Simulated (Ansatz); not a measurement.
```xyz
5

Cl   -2.9625    3.2061    0.2511
Ge   -2.4512    1.0634    0.8470
N    -1.2566    1.5158    2.3441
Sb   -2.7661    1.5030    3.6250
H    -0.3448    1.9569    2.4794
```

Geometry: B3LYP-D3(BJ)/def2-SVP; core potentials replace the inner electrons of Sb.

All numbers below come from Ansatz 0.2.0, isolated molecule in a Gaussian basis; Kohn-Sham density functional theory, functional PBE0.

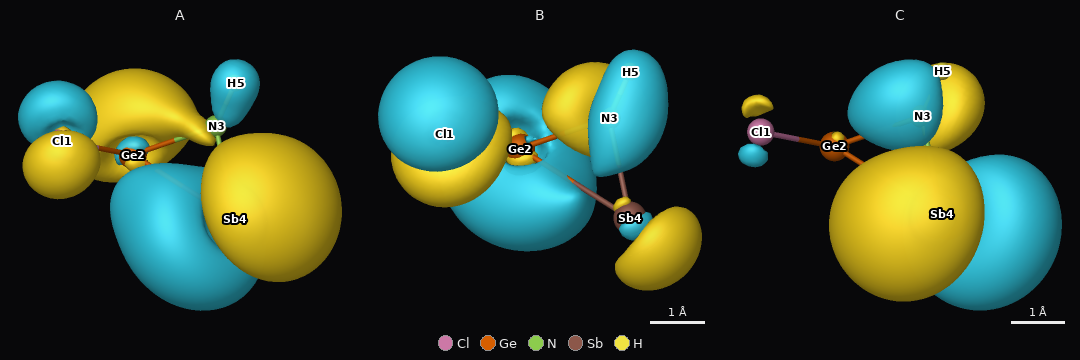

ClGeHNSb (SMILES [Cl][Ge]1=[Sb][NH]1). Three frontier orbitals at ±0.08 Å⁻³ᐟ² (yellow and cyan are the two phases), in no order.

Order the three orbitals by energy and name them.

B is the HOMO−1 (−7.42 eV). By Hirshfeld shares it lies mainly on Ge2 (about 45 %), Cl1 (about 30 %), N3 (about 15 %) and Sb4 (about 10 %). A is the HOMO (−6.10 eV). Its weight (Hirshfeld) is mainly on Sb4 (about 65 %), Ge2 (about 25 %) and Cl1 (about 10 %). C is the LUMO (−3.74 eV). It lies mainly on Sb4 (about 75 %) and N3 (about 15 %).

What is the HOMO–LUMO gap?

2.36 eV between the orbital energies.
